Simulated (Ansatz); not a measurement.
Cost and result by functional for the surface energy of the (310) surface of fcc Ca in its 1x1 cell, outermost plane spacing 0.87 Å in the ideal cut, in Ansatz (plane waves, PAW). Single points on the PBE structure, on one kind of machine; costs are rough ratios of the slab run's core time (references not counted) to the cheapest single point. r2SCAN's cost holds its higher cutoff (500 against 420 eV). Differences are taken against r2SCAN for comparison alone: no measured value is at hand, so the table doesn't rank accuracy.

Slab: 13 atoms, 10.5 Å thick at the start (thin: gaps and levels are the slab's own); k 7x5x1, smearing 0.1 eV, dipole-corrected; all atoms relaxed; held to the start's symmetry, so lower structures may exist; no spin, no spin-orbit, no U. These notes are the PBE run's.

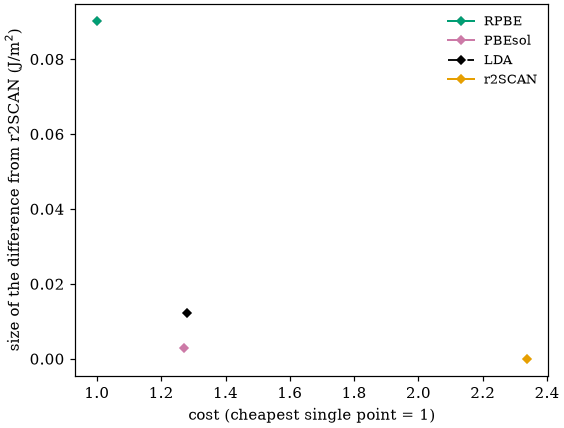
Figure. Difference from r2SCAN against cost

```
functional                     relative cost  surface energy (J/m²)  less r2SCAN (J/m²)
-----------------------------  -------------  ---------------------  ------------------
RPBE                                       1                   0.49               -0.09
PBEsol                                     1                   0.58                0.00
LDA                                        1                   0.59                0.01
r2SCAN                                     2                   0.58                0.00
PBE (the relaxed run's value)              –                   0.53               -0.05
```

The values span 0.10 J/m², while the single points' costs differ by a factor of roughly 2. Differences are of unrounded values.

Ansatz is an electronic-structure program.
